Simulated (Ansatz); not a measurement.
What x(Zr) = 0.375, 8 atoms, C2 does to Ti

Base system: Ti in the hcp (Mg type) structure (space group P6_3/mmc, No. 194; a = 2.936 Å, c = 4.636 Å).

The other end (x = 1) is Zr in the hcp (Mg type) structure (space group P6_3/mmc, No. 194): 23.50 Å³/atom, gap zero.

The change: Zr replaces 37.5 % of the Ti, ordered in a cell of 8 atoms (starting symmetry C2) and fully relaxed.

Computed with DFT with r2SCAN, PAW potentials and a 500 eV plane-wave cutoff in Ansatz (a quantum-chemistry and plane-wave program), scalar-relativistic without spin-orbit coupling. Settings: 10×10×8 k-points, 0.05 eV Fermi–Dirac smearing, for the changed cell.

| quantity | base | changed | shift |
|---|---|---|---|
| density | 4.59 g/cm³ | 5.42 g/cm³ | +0.83 g/cm³ |
| shortest interatomic distance | 2.872 Å | 2.766 Å | -0.106 Å |
| band gap | zero | zero | – |
| mixing energy (to 0.01 eV only: unlike meshes or grids) | – | +0.04 eV/atom | – |
| deviation of the volume from the linear (Vegard-type) interpolation | – | +0.1 % | – |

Final structure:

```xyz
8
Lattice="5.0239 -2.5863 0.0000 5.0239 2.5863 0.0000 -2.0714 0.0000 6.0459" Properties=species:S:1:pos:R:3 pbc="T T T"
Zr     5.0239     0.8142     0.0000
Ti     3.9882     1.1010     3.0230
Ti     3.6026    -1.5500     4.3509
Ti     4.3737    -1.5500     1.6950
Ti     1.2789     0.2314     3.6760
Zr     2.0926     0.3610     0.8369
Ti     6.6975     0.2314     2.3700
Zr     5.8837     0.3610     5.2090
```

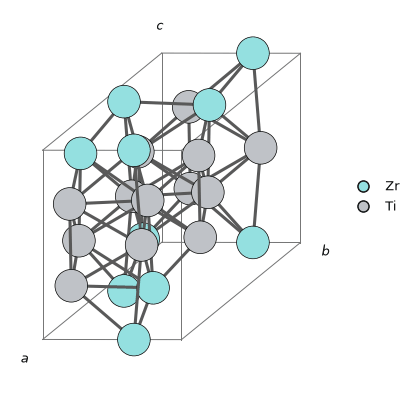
Figure: The relaxed conventional cell after the change

These are small ordered cells, not random alloys; other orderings at the same x differ. No phonon test of stability was made. The final runs are not spin-polarised.
